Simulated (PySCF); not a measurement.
# C2H9B3, SMILES `BC(B)BC`: electronic structure

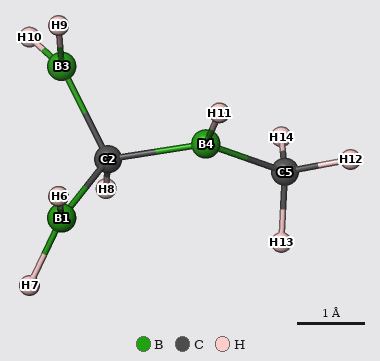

The molecule, with its atoms numbered as below. No frequency check shows the geometry to be a minimum.

Coordinates in Å:

```
B1       1.3952   -1.2447   -0.0216
C2       0.5506   -0.0005    0.3913
B3       1.3942    1.2456   -0.0218
B4      -0.7040   -0.0006   -0.5558
C5      -2.1330    0.0009    0.1108
H6       1.7599   -1.4031   -1.1202
H7       1.6647   -2.0406    0.7943
H8       0.2795   -0.0005    1.4470
H9       1.7588    1.4041   -1.1204
H10      1.6632    2.0418    0.7940
H11     -0.5836   -0.0010   -1.7199
H12     -2.9522   -0.0025   -0.6043
H13     -2.2612   -0.8696    0.7564
H14     -2.2619    0.8679    0.7563
```

## 1. Bonding charge

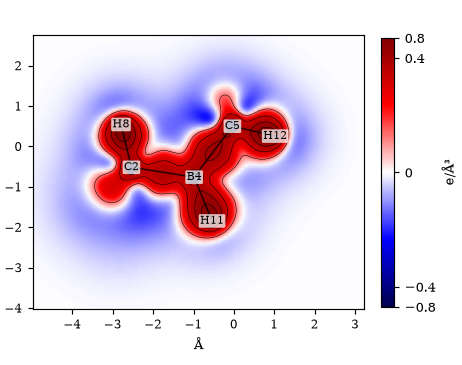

Deformation density (molecule less spherical, spin-averaged free atoms) in the plane of C2, B4, C5, H8, H11 and H12; colour scale in e/Å³, logarithmic beyond ±0.1; red: gain, blue: loss.

Method: PBE/aug-cc-pVDZ; geometry: GFN2-xTB; program: PySCF.

Q: Describe the bonding that the map shows.

A: C2–H8: +0.62 e/Å³ at the bond critical point (bond length 1.09 Å). C5–H12: +0.62 e/Å³ at the bond critical point (bond length 1.09 Å). B4–H11: +0.46 e/Å³ at the bond critical point (bond length 1.17 Å). B4–C5: +0.40 e/Å³ at the bond critical point (bond length 1.58 Å). C2–B4: +0.27 e/Å³ at the bond critical point (bond length 1.57 Å). In all, 3.2 electrons gather in the regions of gain relative to the promolecule.

Q: Where do the Hirshfeld charges lie?

A: The highest Hirshfeld charge is on B4 (+0.17 e), the lowest on C2 (−0.19 e).

## 2. Electrostatic potential

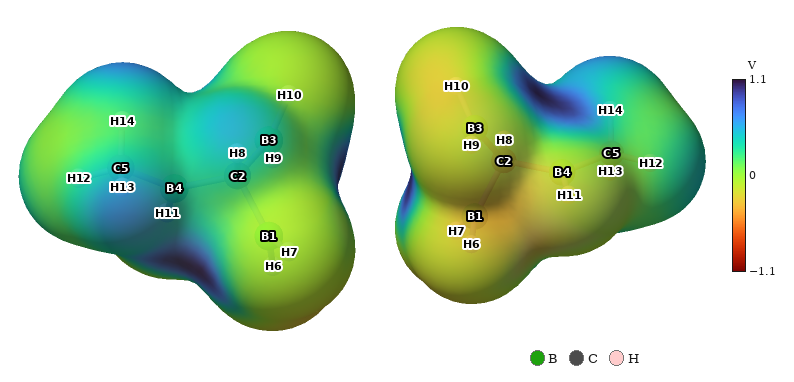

Electrostatic potential on the surface of electron density 0.001 a.u. (back view left, front view right).

Q: Where are the extremes of the potential on the surface?

A: Highest: 1.05 V, over B3, off the plane of its three bonds (1.9 Å), and at like points elsewhere. Further maxima include 0.66 V, 1.3 Å from H13; 0.65 V, 1.3 Å from H14. Lowest: −0.40 V, near H11 (1.71 Å) and H6 (1.90 Å). Further minima include −0.28 V, 1.6 Å from H9, and at like points elsewhere; −0.05 V, 1.5 Å from H7. The surface is sampled at points, so like sites can differ by a few per cent and only the strongest of them is named.

Q: What volume does the surface enclose, and what is the dipole moment?

A: About 134 Å³; the dipole moment is 1.1 D.

## 3. Localised orbitals

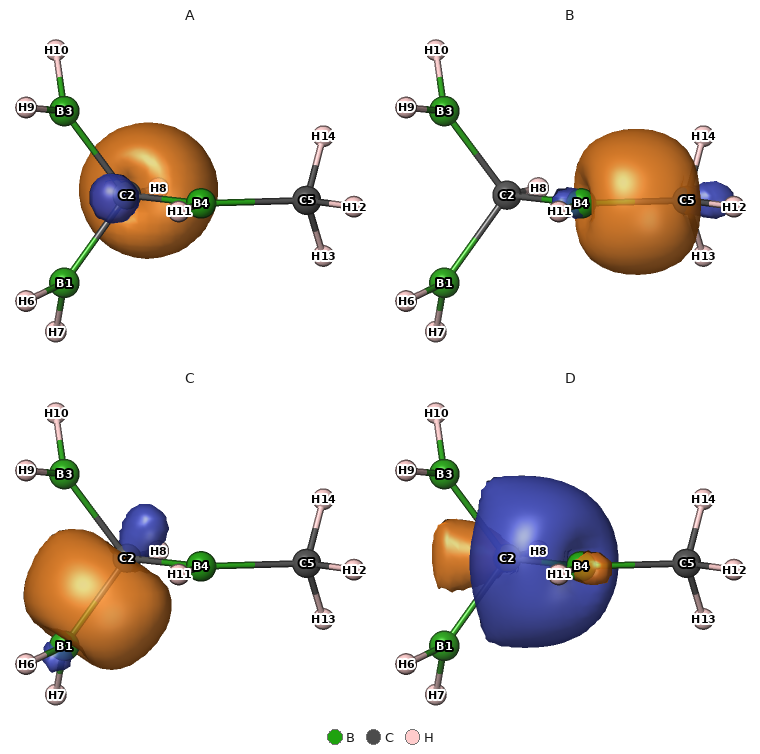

Pipek–Mezey orbitals, occupied; each surface holds about 80 % of the orbital's density. Energies are diagonal elements of the Fock matrix.

PySCF calculation, PBE0/6-31+G*, gas phase; geometry: GFN2-xTB.

Q: Identify each orbital.

A: By panel:
- A: σ bond C2–H8 (C2 55 %, H8 44 %; −13.2 eV)
- B: σ bond C5–B4 (C5 57 %, B4 42 %; −12.8 eV)
- C: σ bond C2–B1 (C2 54 %, B1 38 %, B3 4 %; −13.2 eV)
- D: σ bond C2–B4 (C2 54 %, B4 37 %, B1 4 %; −13.2 eV)

Q: How do all the valence pairs divide up?

A: 13 pairs: 13 σ bonds.
